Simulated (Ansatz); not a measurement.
# SiS (singlet): from Hartree-Fock to the top rungs at distance Si1–S2 = 2.098 Å, cc-pVDZ

Aim: climb from Hartree-Fock through coupled cluster and multireference methods for SiS (singlet) at one geometry and basis, and see what each rung misses.

Program: Ansatz 0.2.0, Gaussian basis. Level of theory: cc-pVDZ, core rule «outside noble gas», up to 10 orbitals frozen. These are calculated values, not measurements.

Plan: UHF; CCSD(T) on RHF; BCCD(T) on RHF; CISD; CCSDT(Q) on RHF; CCSDTQ on RHF; CASSCF and MRCISD+Q, 2 electrons in 2 orbitals; CASSCF and NEVPT2, 2 electrons in 2 orbitals; CASSCF and MRCISD+Q, 10 electrons in 8 orbitals; CASSCF and NEVPT2, 10 electrons in 8 orbitals.

19 further runs of the same task are left out: 2 for a known fault of the program, 14 that didn't finish, 3 set aside as unsound or not needed.

## Step 1: The system

The geometry derives from a PBE0/def2-TZVP stationary point (not a proven minimum). One bond is set to the value named and the two fragments are kept rigid.

2 atoms, charge 0, spin multiplicity 1.

Atoms are counted from 1 here; the program's logs count them from 0.

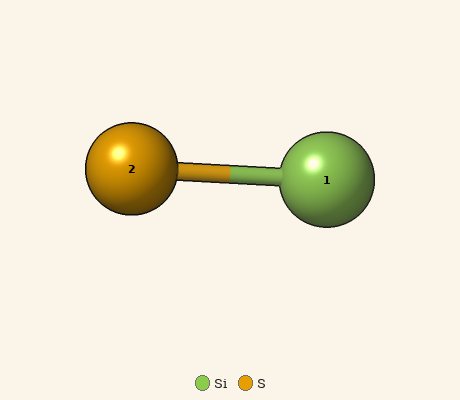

The geometry (silicon green, sulfur amber); atoms are numbered from 1 in the order of the file.

In the tables R marks a restricted determinant and U an unrestricted one; 'pair' is the active space of 2 electrons in 2 orbitals; 'valence' is the active space of 10 electrons in 8 orbitals; energies count from the table's Hartree-Fock row.

## Step 2: UHF

in.yaml reads:

```yaml
crystal:
  periodic: [false, false, false]
  atoms:
    - {symbol: Si, position_ang: [0.000000, 0.000000, 0.000000]}
    - {symbol: S, position_ang: [0.000000, 0.000000, 2.098000]}
basis:
  gaussian: {orbitals: cc-pVDZ}
magnetization: {spin_polarized: true, initial_magnetization: 0}
hamiltonian: {xc: hf}
output: {orbitals: {seedname: orbitals}}
```

On the command line:

```console
$ ansatz run in.yaml --threads 1 --pin off --events-out ev --progress --plain --max-ram 2393MiB
```

Standard output:

```text
Functional definition: HF
  name "HF"
  cite "Fock, Z. Phys. 61, 126 (1930) doi:10.1007/BF01340294"
  parent pbe
  exchange = exact_x
  correlation = 0
377 factors; integrals over basis functions are off by at most 1.0e-3 eV
mean field evaluation 1: about -18677.7404 eV, gradient 1.5e1 eV
mean field evaluation 2: about -18677.7435 eV, gradient 1.5e1 eV
mean field evaluation 4: about -18679.6648 eV, gradient 1.0e0 eV
mean field evaluation 8: about -18679.6814 eV, gradient 7.5e-4 eV
mean field evaluation 16: about -18679.5887 eV, gradient 7.2e-1 eV
mean field evaluation 32: about -18678.8617 eV, gradient 5.6e0 eV
mean field evaluation 64: about -18679.3832 eV, gradient 1.6e0 eV
mean field -18679.68137181 eV, -686.4656288711 hartree, gradient 9.8e-6 eV, S^2 0.000000; 0 other end points of the search recorded, 0 dependent functions left out
reference -18679.68137181 eV, -686.4656288711 hartree; 15, 15 occupied and 21, 21 virtual orbitals, 377 factors
Total energy: -18679.68137181 eV, -686.4656288711 hartree
```

Run time: 0.51 s. Hardware: 1 thread of Arm Neoverse V1, shared host.

From the report: ⟨S²⟩ of the determinant 0.000 (pure singlet: 0.00).

The unrestricted search falls back on the restricted solution.

## Step 3: CCSD(T) on RHF

in.yaml reads:

```yaml
crystal:
  periodic: [false, false, false]
  atoms:
    - {symbol: Si, position_ang: [0.000000, 0.000000, 0.000000]}
    - {symbol: S, position_ang: [0.000000, 0.000000, 2.098000]}
basis:
  gaussian: {orbitals: cc-pVDZ}
magnetization: {spin_polarized: false}
correlation: {method: ccsd_t, electrons: outside_noble_gas}
output: {forces: true}
```

Same command.

Standard output (excerpt; [...] marks lines left out):

```text
Functional definition: HF
  name "HF"
  cite "Fock, Z. Phys. 61, 126 (1930) doi:10.1007/BF01340294"
  parent pbe
[...]
377 factors; integrals over basis functions are off by at most 1.0e-3 eV
[...]
mean field -18679.68137181 eV, -686.4656288711 hartree, gradient 5.7e-6 eV, S^2 0.000000; 0 other end points of the search recorded, 0 dependent functions left out
10 core orbitals not correlated: weight in the atoms' cores, before any rotation towards them, 1.000 or more for the frozen orbitals, at most 0.000 for the correlated occupied ones
reference -18679.68137181 eV, -686.4656288711 hartree; 5, 5 occupied and 21, 21 virtual orbitals, 377 factors
second order -5.74380683 eV of doubles, -0.00000000 eV of singles
cycle   1  -5.93172763 eV  change   -1.9e-1 eV  update   1.3e-1
[...]
cycle  11  -6.30217812 eV  change   -1.5e-6 eV  update   1.0e-6
perturbative correction -0.37006965 eV, -0.0135998087 hartree
[...]
Total energy: -18686.35361957 eV, -686.7108294540 hartree
Atom 0 at     0.000000     0.000000     0.000000 Å, force     0.000000     0.000000     2.745549 eV/Å
Atom 1 at     0.000000     0.000000     2.098000 Å, force     0.000000     0.000000    -2.745549 eV/Å
Dipole moment:    -0.000000    -0.000000    -0.375946 e Å
```

Run time: 0.69 s. Hardware: 1 thread of Arm Neoverse V1, shared host.

From the report: correlation -6.6722 eV; T1 0.035; largest double amplitude 0.09.

## Step 4: BCCD(T) on RHF

in.yaml, as its differences from that of step 3:

```diff
@@ -8,3 +8,2 @@
 magnetization: {spin_polarized: false}
-correlation: {method: ccsd_t, electrons: outside_noble_gas}
-output: {forces: true}
+correlation: {method: bccd_t, electrons: outside_noble_gas}
```

Same command.

Standard output (excerpt; [...] marks lines left out):

```text
Functional definition: HF
  name "HF"
  cite "Fock, Z. Phys. 61, 126 (1930) doi:10.1007/BF01340294"
  parent pbe
[...]
377 factors; integrals over basis functions are off by at most 1.0e-3 eV
[...]
mean field -18679.68137181 eV, -686.4656288711 hartree, gradient 5.7e-6 eV, S^2 0.000000; 0 other end points of the search recorded, 0 dependent functions left out
10 core orbitals not correlated: weight in the atoms' cores, before any rotation towards them, 1.000 or more for the frozen orbitals, at most 0.000 for the correlated occupied ones
reference -18679.68137181 eV, -686.4656288711 hartree; 5, 5 occupied and 21, 21 virtual orbitals, 377 factors
second order -5.74380683 eV of doubles, -0.00000000 eV of singles
cycle   1  -5.91840281 eV  change   -1.7e-1 eV  update   1.3e-1
[...]
cycle  10  -6.26029838 eV  change    1.0e-5 eV  update   6.3e-6
perturbative correction -0.41062085 eV, -0.0150900378 hartree
Total energy: -18686.35229104 eV, -686.7107806311 hartree
```

It took 0.42 s on 1 thread of Arm Neoverse V1, shared host.

From the report: correlation -6.6709 eV; largest double amplitude 0.09.

## Step 5: CISD

in.yaml reads:

```yaml
crystal:
  periodic: [false, false, false]
  atoms:
    - {symbol: Si, position_ang: [0.000000, 0.000000, 0.000000]}
    - {symbol: S, position_ang: [0.000000, 0.000000, 2.098000]}
basis:
  gaussian: {orbitals: cc-pVDZ}
correlation: {active_space: {ras: {orbitals: [5, 0, 21], electrons: 10, max_holes: 2, max_particles: 2}, fixed_orbitals: true}}
```

The command is unchanged.

Standard output:

```text
Functional definition: HF
  name "HF"
  cite "Fock, Z. Phys. 61, 126 (1930) doi:10.1007/BF01340294"
  parent pbe
  exchange = exact_x
  correlation = 0
377 factors; integrals over basis functions are off by at most 1.0e-3 eV
mean field evaluation 1: about -18677.7404 eV, gradient 2.1e1 eV
mean field evaluation 2: about -18677.7435 eV, gradient 2.1e1 eV
mean field evaluation 4: about -18679.6648 eV, gradient 1.4e0 eV
mean field evaluation 8: about -18679.6814 eV, gradient 1.9e-4 eV
mean field -18679.68137181 eV, -686.4656288711 hartree, gradient 5.7e-6 eV, S^2 0.000000; 0 other end points of the search recorded, 0 dependent functions left out
reference -18679.68137181 eV, -686.4656288711 hartree; 15, 15 occupied and 21, 21 virtual orbitals, 377 factors
state -18685.42907689 eV, -686.6768531369 hartree
Total energy: -18685.42907689 eV, -686.6768531369 hartree
```

Wall time 0.78 s (1 thread of Arm Neoverse V1, shared host).

From the report: 4,140 determinants.

## Step 6: CCSDT(Q) on RHF

in.yaml reads:

```yaml
crystal:
  periodic: [false, false, false]
  atoms:
    - {symbol: Si, position_ang: [0.000000, 0.000000, 0.000000]}
    - {symbol: S, position_ang: [0.000000, 0.000000, 2.098000]}
basis:
  gaussian: {orbitals: cc-pVDZ}
magnetization: {spin_polarized: false}
correlation: {method: ccsdt_q, electrons: outside_noble_gas}
```

The command is unchanged.

Standard output (excerpt; [...] marks lines left out):

```text
Functional definition: HF
  name "HF"
  cite "Fock, Z. Phys. 61, 126 (1930) doi:10.1007/BF01340294"
  parent pbe
[...]
671 factors; integrals over basis functions are off by at most 1.3e-7 eV
[...]
mean field -18679.68143351 eV, -686.4656311388 hartree, gradient 5.8e-6 eV, S^2 0.000000; 0 other end points of the search recorded, 0 dependent functions left out
10 core orbitals not correlated: weight in the atoms' cores, before any rotation towards them, 1.000 or more for the frozen orbitals, at most 0.000 for the correlated occupied ones
reference -18679.68143351 eV, -686.4656311388 hartree; 5, 5 occupied and 21, 21 virtual orbitals, 671 factors
second order -5.74381270 eV of doubles, -0.00000000 eV of singles
cycle   1  -5.93173422 eV  change   -1.9e-1 eV  update   1.5e-1
[...]
cycle  15  -6.70380142 eV  change    9.1e-8 eV  update   7.7e-7
perturbative correction -0.03889543 eV, -0.0014293808 hartree
Total energy: -18686.42413037 eV, -686.7134206780 hartree
```

Wall time 1.9 s (1 thread of Arm Neoverse V1, shared host).

From the report: correlation -6.7427 eV; T1 0.037; largest double amplitude 0.12.

## Step 7: CCSDTQ on RHF

in.yaml, as its differences from that of step 6:

```diff
@@ -8,2 +8,2 @@
 magnetization: {spin_polarized: false}
-correlation: {method: ccsdt_q, electrons: outside_noble_gas}
+correlation: {method: ccsdtq, electrons: outside_noble_gas}
```

Same command.

Standard output (excerpt; [...] marks lines left out):

```text
Functional definition: HF
  name "HF"
  cite "Fock, Z. Phys. 61, 126 (1930) doi:10.1007/BF01340294"
  parent pbe
[...]
671 factors; integrals over basis functions are off by at most 1.3e-7 eV
[...]
mean field -18679.68143351 eV, -686.4656311388 hartree, gradient 5.8e-6 eV, S^2 0.000000; 0 other end points of the search recorded, 0 dependent functions left out
10 core orbitals not correlated: weight in the atoms' cores, before any rotation towards them, 1.000 or more for the frozen orbitals, at most 0.000 for the correlated occupied ones
reference -18679.68143351 eV, -686.4656311388 hartree; 5, 5 occupied and 21, 21 virtual orbitals, 671 factors
second order -5.74381270 eV of doubles, -0.00000000 eV of singles
cycle   1  -5.93173422 eV  change   -1.9e-1 eV  update   1.5e-1
[...]
cycle  17  -6.73491215 eV  change    4.8e-7 eV  update   1.1e-6
Total energy: -18686.41634567 eV, -686.7131345954 hartree
```

Run time: 48 s. Hardware: 1 thread of Arm Neoverse V1, shared host; peak memory 0.42 GiB.

From the report: correlation -6.7349 eV; T1 0.035; largest double amplitude 0.12.

## Step 8: CASSCF and MRCISD+Q, 2 electrons in 2 orbitals

in.yaml, as its differences from that of step 7:

```diff
@@ -7,3 +7,2 @@
   gaussian: {orbitals: cc-pVDZ}
-magnetization: {spin_polarized: false}
-correlation: {method: ccsdtq, electrons: outside_noble_gas}
+correlation: {method: fic_mrcisd_q, electrons: outside_noble_gas, active_space: {window: {electrons: 2, orbitals: 2}}}
```

Same command.

Standard output (excerpt; [...] marks lines left out):

```text
Functional definition: HF
  name "HF"
  cite "Fock, Z. Phys. 61, 126 (1930) doi:10.1007/BF01340294"
  parent pbe
[...]
377 factors; integrals over basis functions are off by at most 1.0e-3 eV
[...]
mean field -18679.68137181 eV, -686.4656288711 hartree, gradient 5.7e-6 eV, S^2 0.000000; 0 other end points of the search recorded, 0 dependent functions left out
reference -18679.68137181 eV, -686.4656288711 hartree; 15, 15 occupied and 21, 21 virtual orbitals, 377 factors
state -18680.08491542 eV, -686.4804588255 hartree
contracted CI cycle   1: correlation 0.00000000 eV, 0.0000000000 hartree, residual 1.68e1 eV
contracted CI cycle   2: correlation -5.16175527 eV, -0.1896910073 hartree, residual 3.40e0 eV
contracted CI cycle   3: correlation -5.42966950 eV, -0.1995366736 hartree, residual 1.03e0 eV
contracted CI cycle   4: correlation -5.45615451 eV, -0.2005099801 hartree, residual 3.13e-1 eV
contracted CI cycle   5: correlation -5.45923682 eV, -0.2006232527 hartree, residual 1.25e-1 eV
contracted CI cycle   6: correlation -5.45967412 eV, -0.2006393230 hartree, residual 4.61e-2 eV
contracted CI cycle   7: correlation -5.45972963 eV, -0.2006413633 hartree, residual 1.52e-2 eV
contracted CI cycle   8: correlation -5.45973582 eV, -0.2006415908 hartree, residual 5.26e-3 eV
contracted CI cycle   9: correlation -5.45973655 eV, -0.2006416176 hartree, residual 1.94e-3 eV
contracted CI cycle  10: correlation -5.45973666 eV, -0.2006416217 hartree, residual 7.65e-4 eV
state -18680.08491542 eV, -686.4804588255 hartree; corrected -18686.26323670 eV, -686.7075079447 hartree
Total energy: -18686.26323670 eV, -686.7075079447 hartree
```

Run time: 0.9 s. Hardware: 1 thread of Arm Neoverse V1, shared host.

From the report: 4 determinants; active occupations 1.93, 0.07.

## Step 9: CASSCF and NEVPT2, 2 electrons in 2 orbitals

in.yaml reads:

```yaml
crystal:
  periodic: [false, false, false]
  atoms:
    - {symbol: Si, position_ang: [0.000000, 0.000000, 0.000000]}
    - {symbol: S, position_ang: [0.000000, 0.000000, 2.098000]}
basis:
  gaussian: {orbitals: cc-pVDZ}
correlation: {method: sc_nevpt2, electrons: outside_noble_gas, active_space: {window: {electrons: 2, orbitals: 2}}}
```

The command is unchanged.

Standard output:

```text
Functional definition: HF
  name "HF"
  cite "Fock, Z. Phys. 61, 126 (1930) doi:10.1007/BF01340294"
  parent pbe
  exchange = exact_x
  correlation = 0
377 factors; integrals over basis functions are off by at most 1.0e-3 eV
mean field evaluation 1: about -18677.7404 eV, gradient 2.1e1 eV
mean field evaluation 2: about -18677.7435 eV, gradient 2.1e1 eV
mean field evaluation 4: about -18679.6648 eV, gradient 1.4e0 eV
mean field evaluation 8: about -18679.6814 eV, gradient 1.9e-4 eV
mean field -18679.68137181 eV, -686.4656288711 hartree, gradient 5.7e-6 eV, S^2 0.000000; 0 other end points of the search recorded, 0 dependent functions left out
reference -18679.68137181 eV, -686.4656288711 hartree; 15, 15 occupied and 21, 21 virtual orbitals, 377 factors
state -18680.08491542 eV, -686.4804588255 hartree
state -18680.08491542 eV, -686.4804588255 hartree; corrected -18685.44997324 eV, -686.6776210637 hartree
Total energy: -18685.44997324 eV, -686.6776210637 hartree
```

It took 0.75 s on 1 thread of Arm Neoverse V1, shared host.

From the report: 4 determinants; active occupations 1.93, 0.07.

## Step 10: CASSCF and MRCISD+Q, 10 electrons in 8 orbitals

in.yaml reads:

```yaml
crystal:
  periodic: [false, false, false]
  atoms:
    - {symbol: Si, position_ang: [0.000000, 0.000000, 0.000000]}
    - {symbol: S, position_ang: [0.000000, 0.000000, 2.098000]}
basis:
  gaussian: {orbitals: cc-pVDZ}
correlation: {method: fic_mrcisd_q, electrons: outside_noble_gas, active_space: {window: {electrons: 10, orbitals: 8}, shells: [{species: S, l: s, shell: 3}, {species: S, l: p, shell: 3}, {species: Si, l: s, shell: 3}, {species: Si, l: p, shell: 3}]}}
```

Launched as before.

Standard output (excerpt; [...] marks lines left out):

```text
Functional definition: HF
  name "HF"
  cite "Fock, Z. Phys. 61, 126 (1930) doi:10.1007/BF01340294"
  parent pbe
[...]
671 factors; integrals over basis functions are off by at most 1.3e-7 eV
[...]
mean field -18679.68143351 eV, -686.4656311388 hartree, gradient 5.8e-6 eV, S^2 0.000000; 0 other end points of the search recorded, 0 dependent functions left out
reference -18679.68143351 eV, -686.4656311388 hartree; 15, 15 occupied and 21, 21 virtual orbitals, 671 factors
state -18681.88486127 eV, -686.5466056153 hartree
contracted CI cycle   1: correlation 0.00000000 eV, 0.0000000000 hartree, residual 1.50e1 eV
contracted CI cycle   2: correlation -3.97179967 eV, -0.1459609456 hartree, residual 3.27e0 eV
contracted CI cycle   3: correlation -4.15796364 eV, -0.1528023454 hartree, residual 6.92e-1 eV
contracted CI cycle   4: correlation -4.16633489 eV, -0.1531099831 hartree, residual 1.67e-1 eV
contracted CI cycle   5: correlation -4.16679893 eV, -0.1531270362 hartree, residual 4.48e-2 eV
contracted CI cycle   6: correlation -4.16683179 eV, -0.1531282438 hartree, residual 1.10e-2 eV
contracted CI cycle   7: correlation -4.16683379 eV, -0.1531283174 hartree, residual 2.65e-3 eV
contracted CI cycle   8: correlation -4.16683391 eV, -0.1531283219 hartree, residual 6.60e-4 eV
state -18681.88486127 eV, -686.5466056153 hartree; corrected -18686.40610442 eV, -686.7127582363 hartree
Total energy: -18686.40610442 eV, -686.7127582363 hartree
Checks for a lower state left out: starts, orbital_swaps
```

Wall time 3 s (1 thread of Arm Neoverse V1, shared host).

From the report: 792 determinants; active occupations 2.00, 1.98, 1.97, 1.94, 1.94, 0.07, 0.07, 0.04.

## Step 11: CASSCF and NEVPT2, 10 electrons in 8 orbitals

in.yaml reads:

```yaml
crystal:
  periodic: [false, false, false]
  atoms:
    - {symbol: Si, position_ang: [0.000000, 0.000000, 0.000000]}
    - {symbol: S, position_ang: [0.000000, 0.000000, 2.098000]}
basis:
  gaussian: {orbitals: cc-pVDZ}
correlation: {method: sc_nevpt2, electrons: outside_noble_gas, active_space: {window: {electrons: 10, orbitals: 8}, shells: [{species: S, l: s, shell: 3}, {species: S, l: p, shell: 3}, {species: Si, l: s, shell: 3}, {species: Si, l: p, shell: 3}]}}
```

Launched as before.

Standard output:

```text
Functional definition: HF
  name "HF"
  cite "Fock, Z. Phys. 61, 126 (1930) doi:10.1007/BF01340294"
  parent pbe
  exchange = exact_x
  correlation = 0
671 factors; integrals over basis functions are off by at most 1.3e-7 eV
mean field evaluation 1: about -18677.7404 eV, gradient 2.1e1 eV
mean field evaluation 2: about -18677.7435 eV, gradient 2.1e1 eV
mean field evaluation 4: about -18679.6650 eV, gradient 1.4e0 eV
mean field evaluation 8: about -18679.6814 eV, gradient 1.9e-4 eV
mean field -18679.68143351 eV, -686.4656311388 hartree, gradient 5.8e-6 eV, S^2 0.000000; 0 other end points of the search recorded, 0 dependent functions left out
reference -18679.68143351 eV, -686.4656311388 hartree; 15, 15 occupied and 21, 21 virtual orbitals, 671 factors
state -18681.88486127 eV, -686.5466056153 hartree
state -18681.88486127 eV, -686.5466056153 hartree; corrected -18685.40443615 eV, -686.6759476064 hartree
Total energy: -18685.40443615 eV, -686.6759476064 hartree
Checks for a lower state left out: starts, orbital_swaps
```

Wall time 2.1 s (1 thread of Arm Neoverse V1, shared host).

From the report: 792 determinants; active occupations 2.00, 1.98, 1.97, 1.94, 1.94, 0.07, 0.07, 0.04.

## Step 12: How many determinants matter

Natural occupations of the CASSCF valence state about the gap (report; correlated orbitals 1 to 8): 1.997, 1.982, 1.967, 1.936, 1.936, 0.073, 0.073, 0.037. The count of effectively unpaired electrons, Σ n²(2 − n)², is 0.08; a single determinant of this spin has 0.

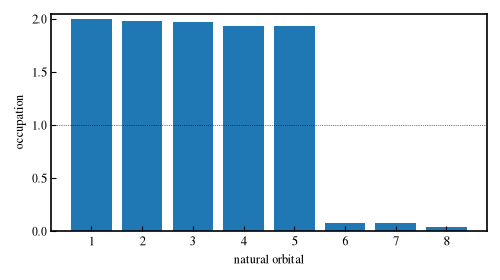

Natural occupations of the CASSCF valence state.

## Step 13: Misses and costs

The yardstick is RCCSDTQ, where the cluster series has nearly closed. Rows without a time come out of other runs: HF, MP2 and CCSD of CCSD(T), CCSDT of CCSDT(Q), CASSCF and MRCISD of the multireference runs. The times of RCCSD(T) include forces.

Differences are taken before rounding.

```tsv
method	energy from the lowest RHF (kJ/mol)	from RCCSDTQ (kJ/mol)	time
RHF	0.0	+649.8	
RMP2	-554.2	+95.6	
CISD	-554.6	+95.3	0.78 s
RCCSD	-608.1	+41.8	
RCCSD(T)	-643.8	+6.1	0.69 s
BCCD(T)	-643.6	+6.2	0.42 s
RCCSDT	-646.8	+3.0	
RCCSDT(Q)	-650.6	-0.8	1.9 s
RCCSDTQ	-649.8	0	48 s
CASSCF pair	-38.9	+610.9	
NEVPT2 pair	-556.6	+93.2	0.75 s
MRCISD pair	-565.7	+84.1	
MRCISD+Q pair	-635.1	+14.8	0.9 s
CASSCF valence	-212.6	+437.2	
NEVPT2 valence	-552.2	+97.6	2.1 s
MRCISD valence	-614.6	+35.2	
MRCISD+Q valence	-648.8	+1.0	3 s
```

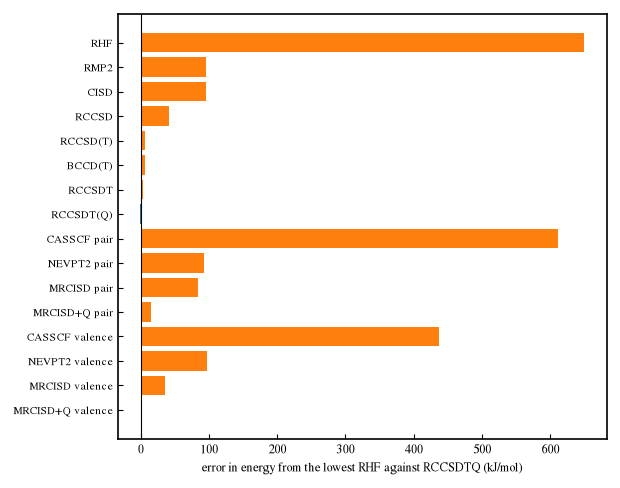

Error of each method against RCCSDTQ.

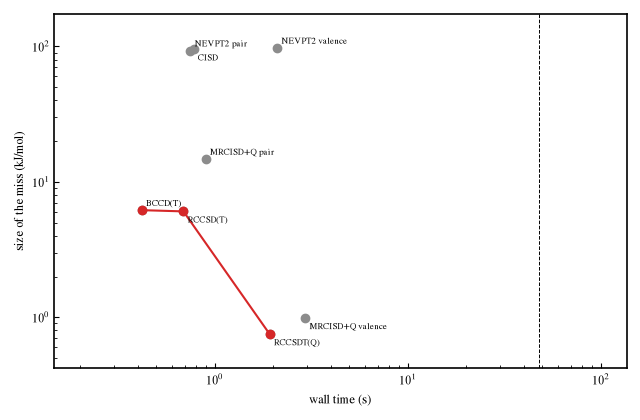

Accuracy for the time spent; red marks the levels that beat every quicker one drawn (of those quicker than the yardstick), and the dashed line is the time of RCCSDTQ. Times are from a shared host. Runs this short are mostly start-up, so their order is noise.

## Step 14: Summary of results

```
                         quantity                                value
      RCCSDTQ from the RHF energy                           -6.7350 eV
                RMP2 from RCCSDTQ                         +95.6 kJ/mol
               RCCSD from RCCSDTQ                         +41.8 kJ/mol
            RCCSD(T) from RCCSDTQ                          +6.1 kJ/mol
           RCCSDT(Q) from RCCSDTQ                          -0.8 kJ/mol
         NEVPT2 pair from RCCSDTQ                         +93.2 kJ/mol
       MRCISD+Q pair from RCCSDTQ                         +14.8 kJ/mol
      NEVPT2 valence from RCCSDTQ                         +97.6 kJ/mol
levels within 1 kcal/mol (43 meV)  RCCSDT, RCCSDT(Q), MRCISD+Q valence
                    T1 diagnostic                                0.035
   effectively unpaired electrons                                 0.08
```

**Reading.** RCCSD(T) misses by +6.1 kJ/mol, 0.9 % of the correlation energy. One determinant dominates. Of the multireference levels listed MRCISD+Q valence comes nearest in total energy (+1.0 kJ/mol), which doesn't show that its space is the better one. These misses are within one basis, not against nature.
